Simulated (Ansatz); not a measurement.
CH₄AlN (SMILES C[NH][Al])

```yaml
atoms:
  - { symbol: C, position_ang: [-0.3215, -0.0500, -0.8534] }
  - { symbol: Al, position_ang: [0.2176, -0.6810, 1.9746] }
  - { symbol: N, position_ang: [0.5507, -0.5101, 0.2043] }
  - { symbol: H, position_ang: [1.4713, -0.7603, -0.1561] }
  - { symbol: H, position_ang: [0.0592, 0.8535, -1.3652] }
  - { symbol: H, position_ang: [-1.3114, 0.2156, -0.4449] }
  - { symbol: H, position_ang: [-0.4985, -0.8157, -1.6314] }
```

Geometry: PBE0-D3(BJ)/def2-SVP.

All numbers below come from isolated molecule in a Gaussian basis; Kohn-Sham density functional theory, functional PBE0 (Ansatz).

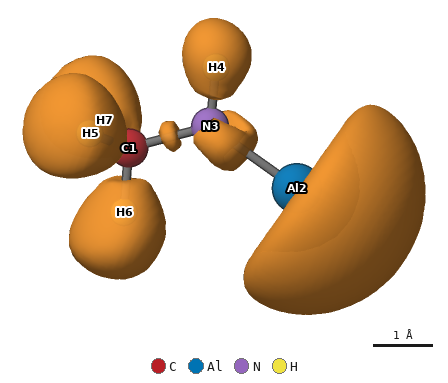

Figure 1. Isosurface of the electron localisation function at 0.85 (orange), seen across its widest extent. Core shells and regions of very low density are left out.

### What do the ELF domains correspond to?

The ELF exceeds this value in one region between bonded C–N atoms (shared pairs), four regions around hydrogen nuclei, one lobe of the valence shell of N pointing towards Al and one lobe on Al, pointing away from the bonds (lone pairs).


C–N (1.45 Å): the ELF peaks at about 0.90 between the atoms: a shared electron pair. Al–N (1.81 Å): the ELF peaks at about 0.90 between the atoms: a polar covalent bond.

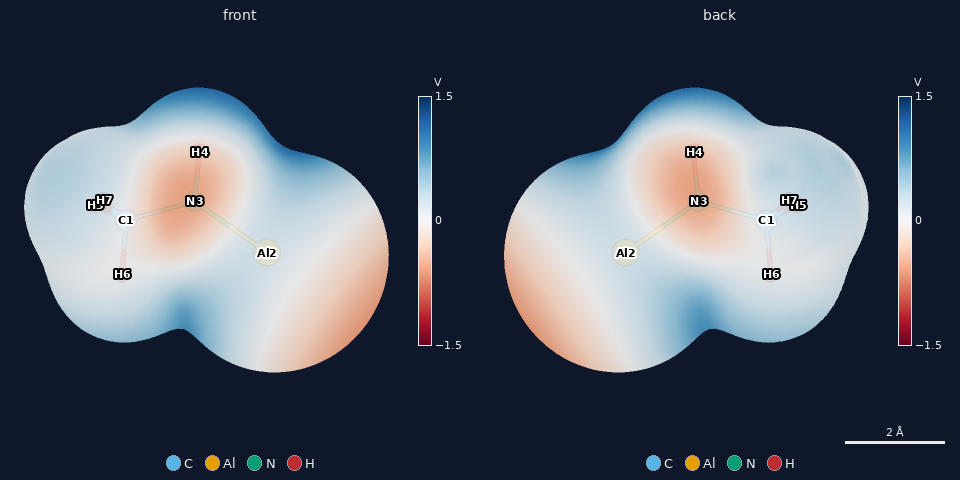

Figure 2. The molecular electrostatic potential painted on the density surface at 0.001 e/bohr³, seen from the front and from behind; the colour scale runs from red (negative) to blue (positive).

### Which sites attract a positive test charge, and which a negative one?

A positive charge is drawn to the negative regions and a negative charge to the positive ones. The most negative region (about −0.6 V) lies over N3, the most positive (about +1.1 V) over Al2 and H4.

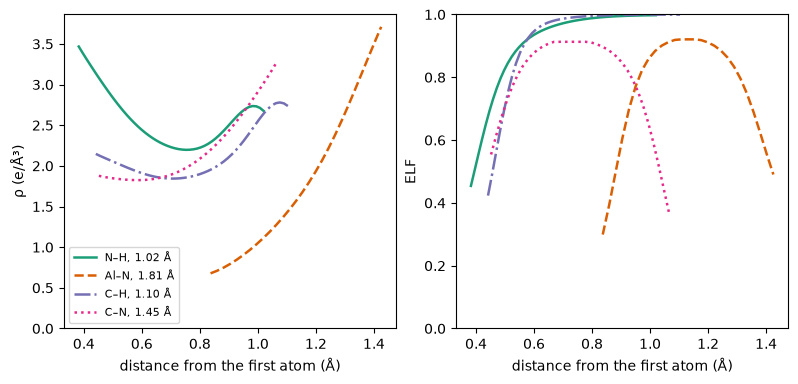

Figure 3. Total electron density and ELF along straight lines between neighbouring atoms. The curves leave out the atomic cores.

### Compare the contacts.

N–H (1.02 Å): the density is about 2.8 e/Å³ at the midpoint; the ELF climbs to about 1 towards the hydrogen, as it does in any bond to H; an ordinary covalent bond to hydrogen.
Al–N (1.81 Å): the density is about 0.79 e/Å³ at the midpoint; the ELF peaks at about 0.90 between the atoms: a shared but strongly polarised pair.
C–H (1.10 Å): ρ at the midpoint is about 2 e/Å³; the ELF climbs to about 1 towards the hydrogen: an ordinary covalent bond to hydrogen.
C–N (1.45 Å): ρ is about 1.9 e/Å³ halfway; the ELF peaks at about 0.90 between the atoms; a covalent bond.

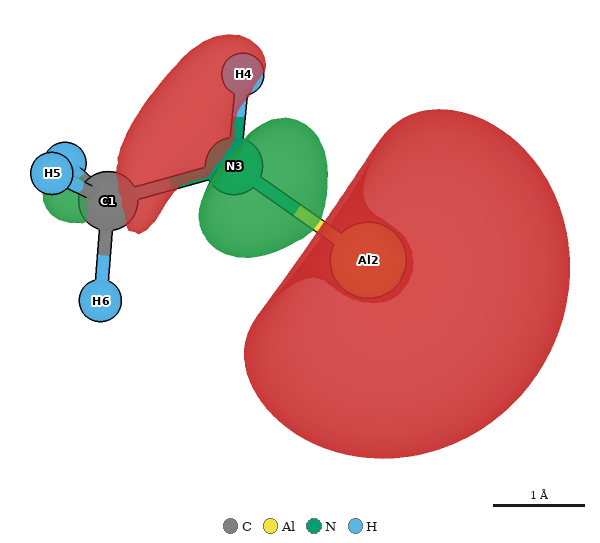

Figure 4. The HOMO at ±0.08 Å⁻³ᐟ² (green and red are the two phases), seen across its widest extent.

### Where does this orbital lie, and at what energy?

By Hirshfeld shares it lies mainly on Al2 (about 85 %) and N3 (about 10 %). Its energy is −6.15 eV.
